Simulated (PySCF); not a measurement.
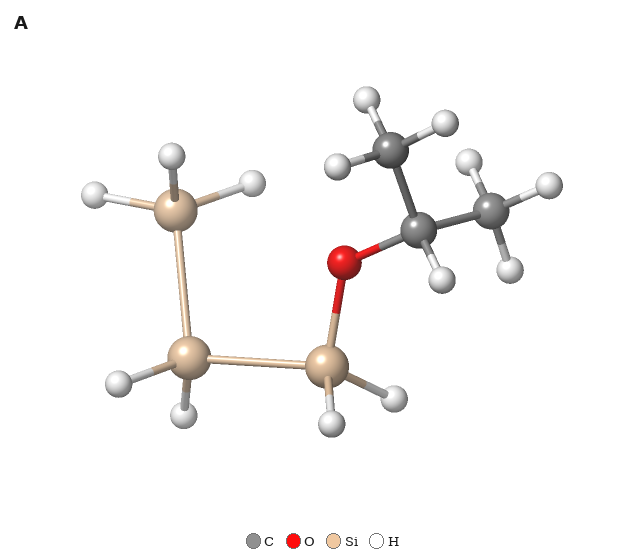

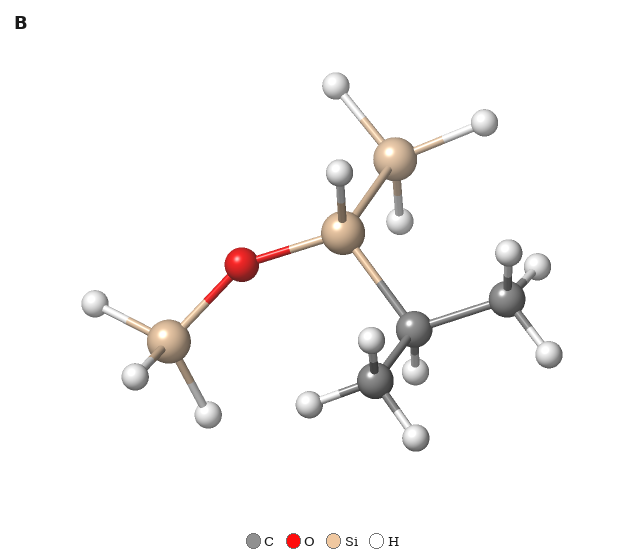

2 stationary structures of one formula. Geometries: PBE0-D3(BJ)/def2-SVP. Electronic energies: PBE0/pcSseg-1 (PySCF 2.14.0), without zero-point energy. No frequency run is at hand to confirm each as a minimum. Each is one conformer, not always the lowest.

> Which structure is the most stable?

B is lowest; A lies 28.3 kcal/mol above it. A is `CC(C)O[SiH2][SiH2][SiH3]`, B is `CC(C)[Si@@H]([SiH3])O[SiH3]`.

Give E(B) − E(A) in kcal/mol at these levels too: KT3/pcSseg-1; PBE0/pcSseg-1; PBE0-D3(BJ)/def2-SVP; B3LYP/def2-SVPD.

| level | E(B) − E(A) (kcal/mol) |
| --- | --- |
| KT3/pcSseg-1 | −27.0 |
| PBE0/pcSseg-1 | −28.3 |
| PBE0-D3(BJ)/def2-SVP | −28.0 |
| B3LYP/def2-SVPD | −29.6 |
